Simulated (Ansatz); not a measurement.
A series of calculations on C2H4OSi

## 1. Relaxation

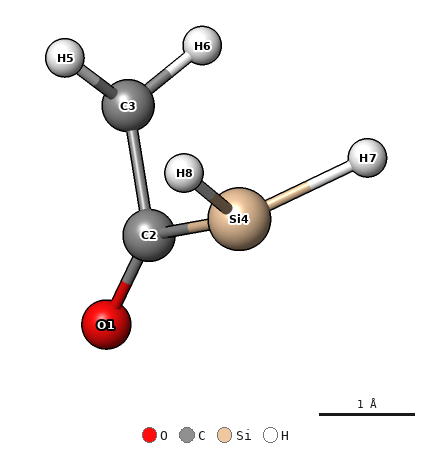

C₂H₄OSi, before the relaxation. The picture is a ball-and-stick view, seen from a free direction.

The run prepares an end point of a later path (torsion) calculation, from a guessed geometry.

Method: RKS revPBE-D4/def2-SVP in Ansatz 0.2.0.

Input
```yaml
crystal:
  periodic: [false, false, false]
  atoms:
    - { symbol: O, position_ang: [-0.4809, 0.4787, 2.0674] }
    - { symbol: C, position_ang: [-0.2294, 0.2465, 0.9124] }
    - { symbol: C, position_ang: [0.6088, 0.9226, 0.0261] }
    - { symbol: Si, position_ang: [-0.599, -1.0057, -0.1497] }
    - { symbol: H, position_ang: [1.5932, 0.4425, -0.2035] }
    - { symbol: H, position_ang: [0.2004, 1.4677, -0.7973] }
    - { symbol: H, position_ang: [-1.428, -0.648, -1.3547] }
    - { symbol: H, position_ang: [0.427, -1.9615, -0.5565] }
basis:
  gaussian: { orbitals: def2-SVP }
hamiltonian:
  xc: revpbe
  dispersion: d4
relax:
  f_tol: 0.015
  max_steps: 40
```

Run as
```bash
ansatz run input.yaml --threads 1 --pin off --max-ram 2048MiB --backend cpu --events-out ev --progress --plain --runs-dir out
```

### Where does the relaxation end?

The atom that moves furthest after the best rigid fit is H5 (0.44 Å). Largest moves by element: H 0.44 Å, Si 0.33 Å, C 0.29 Å, O 0.28 Å. Near-neighbour distances that change, for instance: C3–Si4 2.282 → 1.946 Å, C2–Si4 1.683 → 1.939 Å, C2–C3 1.395 → 1.491 Å, C3–H6 1.069 → 1.111 Å. Among the angles between lasting bonds that change: C3–C2–Si4 95.3° → 67.7°, O1–C2–Si4 134.6° → 148.5°, C2–Si4–H7 116.7° → 127.6°. After 11 accepted moves (13 points after the start) the energy has fallen by 42.8 kcal/mol. The largest force component goes from 5.4 to 0.015 eV/Å. The line search rejected the trial steps at points 5, 11 of the run. The run took 32 s on 1 thread of Arm Neoverse V1, on a shared host, peak memory 0.14 GiB.

The structure at the end:

```xyz
8

O    -0.2568    0.4957    2.2380
C    -0.2421    0.3146    1.0447
C     0.5888    0.6864   -0.1366
Si   -0.4998   -0.8962   -0.4471
H     1.6814    0.8370   -0.0303
H     0.1079    1.4888   -0.7364
H    -1.4536   -0.7435   -1.5972
H     0.1663   -2.2399   -0.3910
```

The end point in the same view:

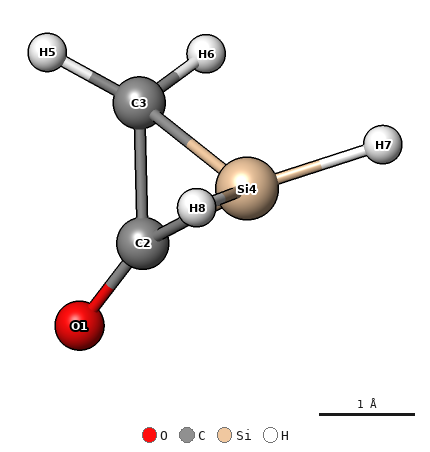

## 2. Relaxation

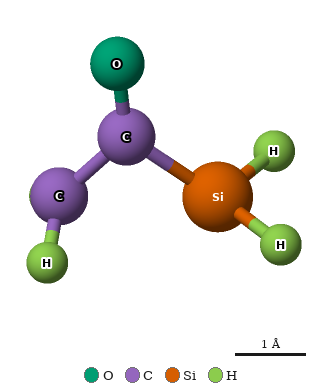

This is the input geometry for a relaxation of C2H4OSi. A ball-and-stick model, seen from a free direction.

The run prepares an end point of a later path (torsion) calculation, from a guessed geometry.

Theory: RKS revPBE-D4/def2-SVP (Ansatz).

Input
```yaml
crystal:
  periodic: [false, false, false]
  atoms:
    - { symbol: O, position_ang: [-0.4809, 0.4787, 2.0674] }
    - { symbol: C, position_ang: [-0.2294, 0.2465, 0.9124] }
    - { symbol: C, position_ang: [0.6088, 0.9226, 0.0261] }
    - { symbol: Si, position_ang: [-0.599, -1.0057, -0.1497] }
    - { symbol: H, position_ang: [1.5932, 0.4425, -0.2035] }
    - { symbol: H, position_ang: [0.2004, 1.4677, -0.7973] }
    - { symbol: H, position_ang: [-0.06705, -2.3698, 0.20168] }
    - { symbol: H, position_ang: [-1.95112, -1.15478, -0.68005] }
basis:
  gaussian: { orbitals: def2-SVP }
hamiltonian:
  xc: revpbe
  dispersion: d4
relax:
  f_tol: 0.015
  max_steps: 40
```

Command:
```bash
ansatz run input.yaml --threads 1 --pin off --max-ram 2048MiB --backend cpu --events-out ev --progress --plain --runs-dir out
```

> Where does the relaxation end?

Over 14 accepted moves (15 points after the start) the energy falls by 208.3 kJ/mol. The largest force component goes from 5.1 to 0.0037 eV/Å. The line search rejected the trial step at point 14 of the run. The atom that moves furthest after the best rigid fit is H8 (0.52 Å). Largest moves by element: H 0.52 Å, O 0.49 Å, C 0.45 Å, Si 0.13 Å. Near-neighbour distances that change, for instance: C3–Si4 2.282 → 1.946 Å, C2–Si4 1.683 → 1.938 Å, C2–C3 1.395 → 1.491 Å, C3–H6 1.069 → 1.111 Å. Among the angles between lasting bonds that change: C3–C2–Si4 95.3° → 67.7°, O1–C2–Si4 134.6° → 148.6°, C2–C3–H6 120.5° → 111.6°.

History of the run:

```
step  E − E(0), kJ/mol  largest force component, eV/Å      note
   0              0.00                         5.1158          
   1           -103.58                         4.1514          
   2           -166.56                         2.5372          
   3           -196.42                         2.4132          
   4           -206.74                         0.2231          
   5           -207.25                         0.0971          
   6           -207.34                         0.0532          
   7           -207.43                         0.0612          
   8           -207.60                         0.0484          
   9           -207.75                         0.1688          
  10           -207.91                         0.1696          
  11           -208.09                         0.1239          
  12           -208.19                         0.1434          
  13           -208.24                         0.0955          
  14           -208.20                         0.0791  rejected
  15           -208.25                         0.0037
```

Final geometry:

```xyz
8

O    -0.1531    0.7391    2.3209
C    -0.2568    0.3727    1.1757
C     0.4729    0.5130   -0.1175
Si   -0.6976   -1.0411   -0.0744
H     1.5755    0.6197   -0.1301
H    -0.0297    1.2372   -0.7935
H    -0.0848   -2.3939    0.1396
H    -1.7516   -1.0189   -1.1438
```

The end point in the same view:

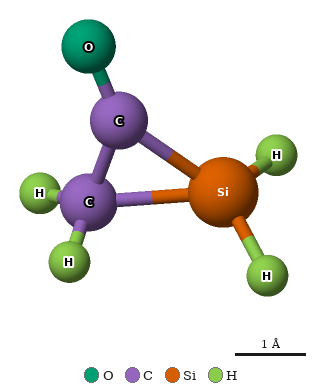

## 3. Path

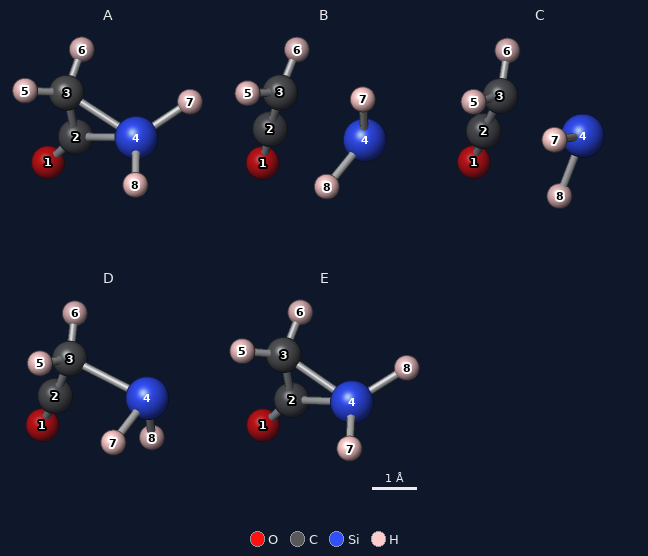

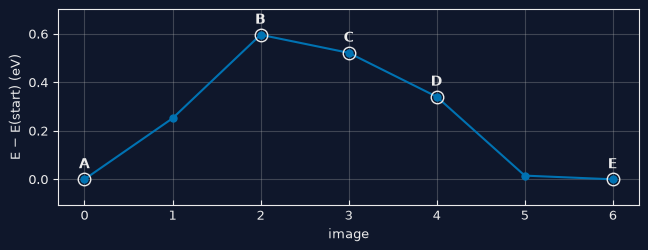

A search for the minimum-energy path of C2H4OSi by the nudged elastic band. Images are numbered from 0 (start) to 6 (end). Frames A to E are images 0, 2, 3, 4, 6. A ball-and-stick model, seen at a tilt.

All numbers below come from RKS revPBE-D4/def2-SVP in Ansatz 0.2.0. Set-up: 5 movable images; climbing image; force threshold 0.05 eV/Å; iteration limit 60; starting path by image-dependent pair potential.

> What happens along the path, and what is the barrier?

The barrier is about 0.60 eV in both directions, with image 2 at the top; the ends have the same energy. The motion is an edge inversion through a T-shaped arrangement: the angle O1–C2–C3 opens from 139° to 177° on the way. No bond forms or breaks between the ends, but on the way C2–Si4 opens (1.94 → 2.72 Å at the highest image). Bond angles that change up to the highest image, for instance: O1–C2–C3 138.8° → 176.2°, H7–Si4–H8 113.7° → 93.6°. The band converged in 32 iterations, with a climbing image at the top.

Cost: 5.4 min on 1 thread of Arm Neoverse V1 (shared host), peak memory 0.14 GiB.
